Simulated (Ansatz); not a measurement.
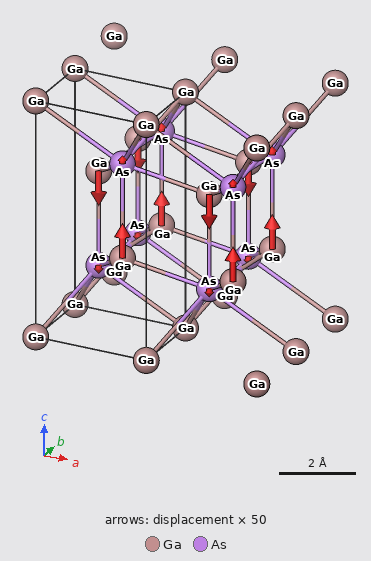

A relaxation of solid Ga$_{3}$As$_{2}$ (built on the A-type sesquioxide_164 type) (coarse preliminary run). The starting structure is drawn; red arrows show the displacements (the part carried along by the change of the cell is left out), magnified 50 times.

Style: ball-and-stick. Shown: the cell of the calculation, repeated 2 × 2 × 1 with one cell outlined, slightly off an axis.

Case: anti-A-type sesquioxide type (P-3m1, No. 164).

Method: Ansatz 0.2.0, DFT PBE, scalar-relativistic, plane waves, PAW. Settings: plane-wave cutoff 420 eV; k-point mesh 6 × 6 × 4; occupations gaussian; smearing width 0.1 eV; no spin polarisation; cell and atoms relaxed; force threshold 0.04 eV/Å; at most 70 steps.

Q: Atoms of which element are displaced furthest, and by how much?

A: Gallium: up to 0.019 Å, against 0.005 Å for arsenic.

Q: What happened in the run?

A: After 3 accepted moves (4 points after the start) the energy has fallen by 143 meV per atom. Largest force component: 0.86 eV/Å at the start, 0.018 eV/Å at the end. Pressure: 14.61 GPa at the start and 0.05 GPa at the end. At 1 point the geometry stayed and the basis and grid were re-selected for the new cell (energy shift of 1.3 meV per atom at most each time). The largest moves relative to the cell, 0.019 Å, are those of Ga atoms. Largest moves by element: Ga 0.019 Å, As 0.005 Å. The drawn cell changes as follows: a = b 4.091 → 4.334 Å (+6.0 %), c 6.364 → 6.800 Å (+6.8 %); the volume changes by +20.0 %. Among the contacts that change: As–Ga 2.830 → 3.004 Å, As–Ga 2.546 → 2.706 Å, As–Ga 2.463 → 2.619 Å. The space group stays P-3m1 (No. 164).
